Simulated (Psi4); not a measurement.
**BLYP/def2-SVPD run of BH3O3 (SMILES OB(O)O)**

What is the vertical electron affinity of BH3O3 at BLYP/def2-SVPD? 

The results are computed with Psi4 1.11.

8 further runs of the same task are left out: 8 that didn't finish.

**1. Starting point**

BH3O3 has 7 atoms, charge 0, and is taken as a singlet. SMILES: `OB(O)O`. The shape is that of a PBE0-D4/def2-TZVP optimisation.

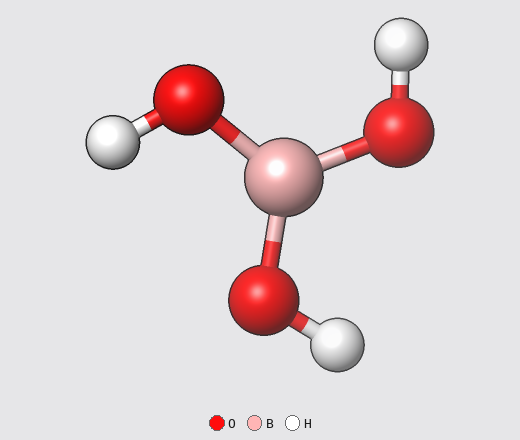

The structure, seen from a chosen angle (oxygen red, boron pink, hydrogen white).

**2. Energy and forces at BLYP/def2-SVPD**

job.in

```
memory 2200 mb

molecule m {
  O     -1.329950    -0.251650     0.184550
  B      0.000000     0.000000    -0.000010
  O      0.430260     1.279290    -0.210830
  O      0.899670    -1.027640     0.026210
  H     -1.506600    -1.184610     0.322580
  H     -0.292710     1.910130    -0.207270
  H      1.799320    -0.725540    -0.115220
  symmetry c1
}

set {
  basis                def2-SVPD
  puream               true
  e_convergence        1e-09
  d_convergence        1e-08
  scf_type             pk
  dft_radial_points    99
  dft_spherical_points 590
}

e, wfn = gradient("blyp", return_wfn=True)
print_variables()
```

Started as:

```console
$ psi4 -i job.in -o job.out -n 1
```

job.out:

```text
[...]
  Running in c1 symmetry.
[...]
  Nuclear repulsion =  116.439590226249052
[...]
  Multiplicity = 1
[...]
  Nalpha       = 16
  Nbeta        = 16
[...]
    Number of basis functions: 113
[...]
   @RKS iter   1:  -251.72173419768546    3.52462e-02   1.07949e-02 DIIS/ADIIS
[...]
   @RKS iter  10:  -252.28304299944074   -4.47358e-11   8.85524e-09 DIIS
[...]
    Orbital Energies [Eh]
    ---------------------
    Doubly Occupied:
       1A    -18.804044     2A    -18.804043     3A    -18.803989
       4A     -6.604258     5A     -0.953135     6A     -0.911278
       7A     -0.911274     8A     -0.519231     9A     -0.493430
      10A     -0.493425    11A     -0.363644    12A     -0.333785
      13A     -0.333782    14A     -0.319167    15A     -0.281052
      16A     -0.281050
[...]
  @RKS Final Energy:  -252.28304299944074
   => Energetics <=
    Nuclear Repulsion Energy =            116.4395902262490523
    One-Electron Energy =                -576.7654694949994791
    Two-Electron Energy =                 239.0169256730742973
    DFT Exchange-Correlation Energy =     -30.9740894037645802
    Empirical Dispersion Energy =           0.0000000000000000
    VV10 Nonlocal Energy =                  0.0000000000000000
    Total Energy =                       -252.2830429994407382
[...]
 Multipole Moments:
 ------------------------------------------------------------------------------------
     Multipole            Electronic (a.u.)      Nuclear  (a.u.)        Total (a.u.)
 ------------------------------------------------------------------------------------
 L = 1.  Multiply by 2.5417464519 to convert [e a0] to [Debye]
 Dipole X            :          0.0000225            0.0000186            0.0000411
 Dipole Y            :          0.0000055           -0.0000181           -0.0000127
 Dipole Z            :         -0.0000198            0.0001280            0.0001082
 Magnitude           :                                                    0.0001164
[...]
  -Total Gradient:
     Atom            X                  Y                   Z
    ------   -----------------  -----------------  -----------------
       1        0.008753846301    -0.008554310904     0.000071803654
       2        0.000003893182    -0.000003803780     0.000003684527
       3       -0.011706899563    -0.003179148770     0.001744985534
       4        0.002959120346     0.011753526015    -0.001823982377
       5        0.004436875870     0.012500793205    -0.002086551899
       6        0.008683866299    -0.010246778426     0.000294632711
       7       -0.013131167881    -0.002265238267     0.001794841144
[...]
```

It took 37 s on 1 thread of Intel Xeon Platinum 8259CL at 2.50GHz (Skylake/Cascade Lake), shared host; peak memory 0.83 GiB.

**3. The doublet anion: the energy at UBLYP/def2-SVPD**

bh3o3.py

```python
import psi4

psi4.set_memory('2200 MB')
psi4.set_num_threads(1)
psi4.core.set_output_file('bh3o3.out', False)

molecule = psi4.geometry("""
-1 2
O     -1.329950    -0.251650     0.184550
B      0.000000     0.000000    -0.000010
O      0.430260     1.279290    -0.210830
O      0.899670    -1.027640     0.026210
H     -1.506600    -1.184610     0.322580
H     -0.292710     1.910130    -0.207270
H      1.799320    -0.725540    -0.115220
symmetry c1
""")

psi4.set_options({
    'basis': 'def2-SVPD',
    'reference': 'uks',
    'puream': True,
    'e_convergence': 1e-09,
    'd_convergence': 1e-08,
    'scf_type': 'pk',
    'dft_radial_points': 99,
    'dft_spherical_points': 590,
    'maxiter': 100,
})

e, wfn = psi4.energy("blyp", return_wfn=True)
psi4.oeprop(wfn, "QUADRUPOLE", "MULLIKEN_CHARGES", "LOWDIN_CHARGES", title="BLYP")
print('E =', round(e, 9))
```

Started as:

```console
$ python bh3o3.py
```

bh3o3.out, shortened:

```text
[...]
  Running in c1 symmetry.
[...]
  Nuclear repulsion =  116.439590226249052
[...]
  Multiplicity = 2
[...]
  Nalpha       = 17
  Nbeta        = 16
[...]
    Number of basis functions: 113
[...]
   @UKS iter   1:  -251.29938367790464    4.57597e-01   1.21537e-02 ADIIS/DIIS
[...]
   @UKS iter  14:  -252.25322425960499   -9.60654e-12   7.00815e-09 DIIS
[...]
   @S^2 Observed:                7.500945495E-01
[...]
  @UKS Final Energy:  -252.25322425960499
   => Energetics <=
    Nuclear Repulsion Energy =            116.4395902262490523
    One-Electron Energy =                -582.0446850914440802
    Two-Electron Energy =                 244.4325430397964283
    DFT Exchange-Correlation Energy =     -31.0806724342063738
    Empirical Dispersion Energy =           0.0000000000000000
    VV10 Nonlocal Energy =                  0.0000000000000000
    Total Energy =                       -252.2532242596049912
[...]
 Multipole Moments:
 ------------------------------------------------------------------------------------
     Multipole            Electronic (a.u.)      Nuclear  (a.u.)        Total (a.u.)
 ------------------------------------------------------------------------------------
 L = 1.  Multiply by 2.5417464519 to convert [e a0] to [Debye]
 Dipole X            :         -0.0000088            0.0000186            0.0000098
 Dipole Y            :          0.0000115           -0.0000181           -0.0000067
 Dipole Z            :         -0.0001452            0.0001280           -0.0000172
 Magnitude           :                                                    0.0000209
 L = 2.  Multiply by 1.3450342976 to convert [e a0^2] to [Debye ang]
 Quadrupole XX       :       -129.9081078           98.9165295          -30.9915783
 Quadrupole XY       :          1.4157059           -1.4115724            0.0041335
[...]
  Mulliken Charges: (a.u.)
   Center  Symbol    Alpha    Beta     Spin     Total
       1     O     2.71850  4.14917 -1.43067  1.13233
       2     B     7.11521  2.22187  4.89334 -4.33708
       3     O     2.71845  4.14917 -1.43072  1.13238
       4     O     2.71845  4.14916 -1.43071  1.13240
       5     H     0.57645  0.44353  0.13292 -0.01999
       6     H     0.57647  0.44354  0.13293 -0.02001
       7     H     0.57647  0.44355  0.13292 -0.02002
   Total alpha = 17.00000, Total beta = 16.00000, Total charge = -1.00000
  Lowdin Charges: (a.u.)
[...]
```

The script printed:

```text
E = -252.25322426
```

Run time: 51 s. Hardware: 1 thread of Intel Xeon Platinum 8259CL at 2.50GHz (Skylake/Cascade Lake), shared host; peak memory 0.83 GiB.

**4. Results**

At BLYP/def2-SVPD:

| quantity | value |
| --- | --- |
| singlet BH3O3: total energy | -252.28304 Eh |
| singlet BH3O3: dipole moment | 0.00 D |
| singlet BH3O3: HOMO energy | -7.65 eV |
| singlet BH3O3: LUMO energy | -0.86 eV |
| singlet BH3O3: HOMO–LUMO gap | 6.79 eV |
| singlet BH3O3: largest force on an atom | 0.691 eV/Å |
| doublet anion: total energy | -252.25322 Eh |
| doublet anion: HOMO energy (highest over α and β) | 2.44 eV |
| doublet anion: LUMO energy (lowest over α and β) | 2.79 eV |
| doublet anion: ⟨S²⟩ | 0.750 |
| vertical electron affinity (to the doublet anion) | -0.811 eV |

What this shows: The anion lies 0.81 eV (78.3 kJ/mol) above the neutral: the electron isn't bound at this level, and such a value depends on the basis. The largest force (singlet BH3O3) is 0.69 eV/Å: the shape isn't a stationary point for this species at this level. The HOMO (doublet anion) lies at positive energy, 2.44 eV, as semi-local functionals often give for anions; only total energies tell whether the electron is bound.
